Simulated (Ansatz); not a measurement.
The calculation's input:

```
crystal:
  periodic: [false, false, false]
  atoms:
    - {symbol: B, position_ang: [-0.468558, -0.527536, 0.321148]}
    - {symbol: Cl, position_ang: [-1.633255, -1.762160, 0.262819]}
    - {symbol: F, position_ang: [0.799730, 1.570294, -1.054428]}
    - {symbol: Ge, position_ang: [0.998463, 0.919812, 0.600161]}
basis:
  gaussian: {orbitals: def2-TZVPD}
magnetization: {spin_polarized: true, initial_magnetization: 1}
hamiltonian: {xc: pbe0}
output: {forces: true, orbitals: {seedname: orbitals}}
```

Run with:

```sh
ansatz run input.yaml --threads 1 --pin off --max-ram 2610MiB --events-out events.jsonl --progress --plain --runs-dir runs
```

Geometry: B3LYP-D3(BJ)/def2-SVP.

Level of theory: Ansatz 0.2.0, isolated molecule in a Gaussian basis; Kohn-Sham density functional theory, functional PBE0.

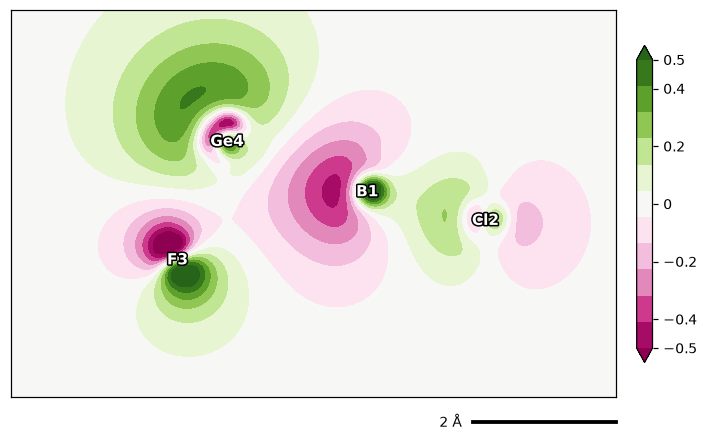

BClFGe (SMILES [F][Ge][B]Cl) (doublet). The HOMO−1 (α) on the molecular plane (values in Å⁻³ᐟ²; the overall sign is arbitrary).

Question: What is the character of this orbital?

Answer: It lies mainly on Ge4 (about 60 %), B1 (about 20 %) and F3 (about 10 %); it is symmetric in the molecular plane (an in-plane orbital: σ, lone-pair or in-plane π type). Its energy is −7.52 eV.
